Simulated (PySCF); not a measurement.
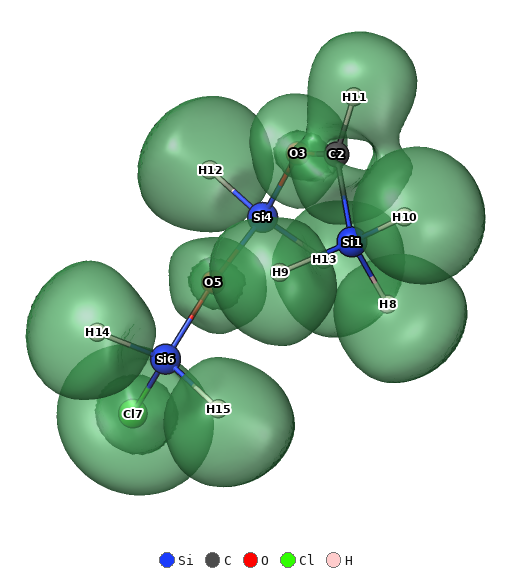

*CH8ClO2Si3 (doublet). Isosurface of the electron localisation function at 0.75 (green), seen at an oblique angle. Core shells and regions of very low density are left out.*

Geometry: GFN2-xTB.

Level of theory: PySCF, UKS B3LYP, pcH-1 on C Cl H O Si, non-relativistic, mean-field spin-orbit, GIAO.

```xyz
15

Si    1.9841    0.7816   -0.6985
C     1.9214   -1.0580   -0.5296
O     0.8940   -1.7407   -0.0201
Si   -0.4720   -1.3780    0.7712
O    -1.2602   -0.1715    0.0252
Si   -2.2815    1.0267   -0.3206
Cl   -3.8280    0.9372    0.9463
H     1.7132    1.4274    0.5932
H     1.0112    1.3035   -1.6713
H     3.3456    1.0725   -1.1469
H     2.6913   -1.7188   -0.9109
H    -1.2174   -2.6103    0.5984
H    -0.2009   -0.9136    2.1264
H    -2.7441    0.7750   -1.6776
H    -1.5611    2.2752   -0.1182
```

Question: What do the ELF domains correspond to?

Answer: The surface consists of seven regions around hydrogen nuclei, one region on Cl in which the atom's valence shell and bonds are merged, one region on H in which the atom's valence shell and bonds are merged and two regions on O in which the atom's valence shell and bonds are merged.

Values along the shortest contacts:
C–O (1.33 Å): the ELF peaks at about 0.85 between the atoms; a shared but strongly polarised pair. Si–O (1.61 Å): the ELF peaks at about 0.85 between the atoms (a short, strongly polar bond).
